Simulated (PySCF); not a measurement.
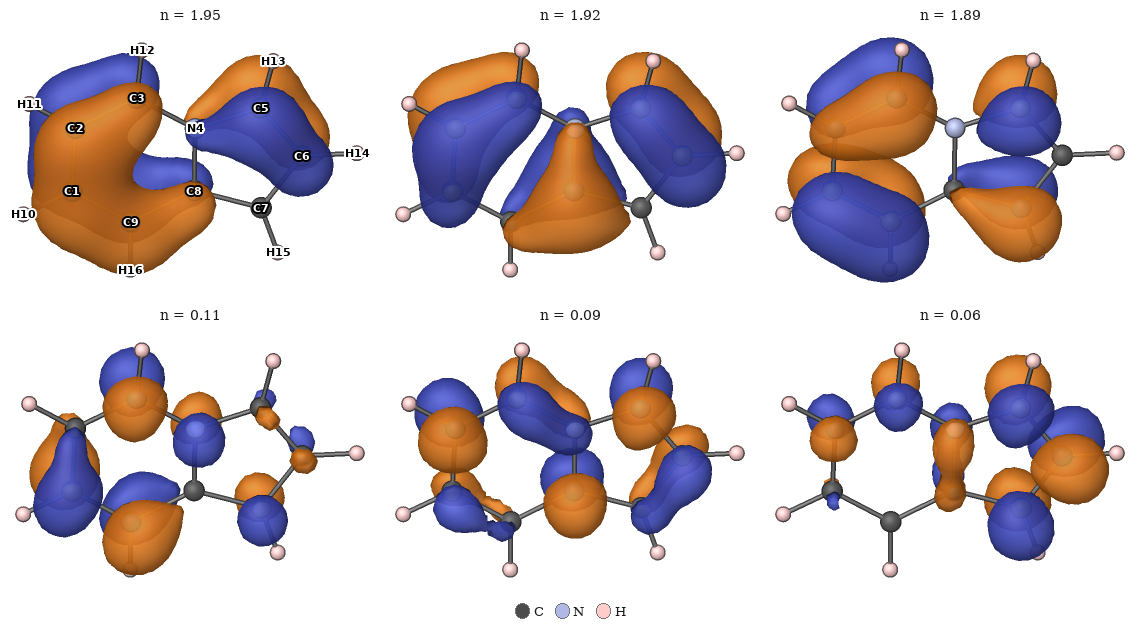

*C8H7N, SMILES `c1ccn2cccc2c1`. Natural orbitals of the π active space, CASSCF(10,9), singlet state, in order of falling occupation. Only those nearest the frontier are drawn.*

PySCF calculation, 6-31G* basis, gas phase; geometry: GFN2-xTB. No frequency check shows the geometry to be a minimum.

Input

```python
import numpy as np
from pyscf import gto, scf, dft, mcscf, mrpt
from pyscf.mcscf import avas

def solve(mol, dm0=None, hcore=None):
    mf = scf.ROHF(mol) if mol.spin else scf.RHF(mol)
    mf = mf.density_fit(auxbasis='def2-universal-jkfit')
    mf.conv_tol, mf.max_cycle = 1e-8, 80
    if hcore is not None:
        mf.get_hcore = lambda *args: hcore
    mf.kernel(dm0)
    if not mf.converged:
        mf = mf.newton().run(mf.mo_coeff, mf.mo_occ, max_cycle=30)
    assert mf.converged, 'SCF not converged'
    return mf

mol = gto.M(atom='''
C      2.12082     0.69225     0.00000
C      2.07676    -0.72246     0.00000
C      0.88362    -1.36967     0.00000
N     -0.27670    -0.66309     0.00000
C     -1.55602    -1.09921     0.00000
C     -2.39127    -0.00214     0.00000
C     -1.59944     1.14750     0.00000
C     -0.27538     0.73375     0.00000
C      0.95914     1.40635     0.00000
H      3.07740     1.19048     0.00000
H      2.99366    -1.28921     0.00000
H      0.79445    -2.44613     0.00000
H     -1.79198    -2.14548     0.00000
H     -3.46370    -0.03518     0.00000
H     -1.93898     2.16382     0.00000
H      0.95656     2.48512     0.00000
''', basis='6-31g*', charge=0, spin=0, verbose=4)
mf = solve(mol)
ncas, nel, orbs = avas.avas(mf, ['C 2pz', 'N 2pz'], threshold=0.5, openshell_option=3)
print('active space', nel, ncas)
assert 2 <= ncas <= 10, 'active space too large or empty'
mc = mcscf.CASSCF(mf, ncas, nel)
mc.natorb, mc.max_cycle_macro = True, 60
mc.fix_spin_(ss=mol.spin / 2 * (mol.spin / 2 + 1))
mc.kernel(orbs)
occ = mc.mo_occ[mc.ncore:mc.ncore + ncas]
print('natural occupations', occ.round(4))
e2 = mrpt.NEVPT(mc).kernel()
out = dict(c=mc.mo_coeff[:, mc.ncore:mc.ncore + ncas], occ=occ, e=mc.e_tot, e2=e2, ehf=mf.e_tot, ok=mc.converged, nel=nel, w0=abs(mc.ci).max() ** 2, dm=mc.make_rdm1())
# the other spin state at the same geometry
other = mol.copy().set(spin=2).build()
mo = scf.ROHF(other).density_fit(auxbasis='def2-universal-jkfit').run()
na = (nel + other.spin) // 2
m2 = mcscf.CASSCF(mo, ncas, (na, nel - na))
m2.natorb = True
m2.fix_spin_(ss=other.spin / 2 * (other.spin / 2 + 1))
m2.kernel(mc.mo_coeff)
e2o = mrpt.NEVPT(m2).kernel()
print('other state above this one / eV: CASSCF', (m2.e_tot - mc.e_tot) * 27.211386, 'NEVPT2', (m2.e_tot + e2o - mc.e_tot - e2) * 27.211386)
np.savez('result.npz', eo=m2.e_tot, e2o=e2o, oko=m2.converged, occo=m2.mo_occ[mc.ncore:mc.ncore + ncas], co=m2.mo_coeff[:, mc.ncore:mc.ncore + ncas], **out)
```

Launched as:

```sh
OMP_NUM_THREADS=1 python input.py
```

The run took 47 s on 1 thread of Intel(R) Xeon(R) 6975P-C (Granite Rapids) (shared host), peak memory 0.61 GiB.

### How multiconfigurational is the state?

The leading determinant weighs 0.85; the effective number of unpaired electrons, Σ n²(2−n)², is 0.18; the most occupied of the weakly occupied orbitals holds 0.11 e, as in an ordinary closed-shell π system. The active space lowers the energy by 2.81 eV against Hartree–Fock.

### Where does the lowest triplet lie relative to the singlet, at this geometry and within this active space?

3.18 eV above it by strongly contracted NEVPT2 (+2.96 eV by CASSCF); a small basis tends to put such gaps a few tenths of an eV too high. This is a vertical energy for π states alone; a state that uses lone pairs or σ orbitals may lie lower.
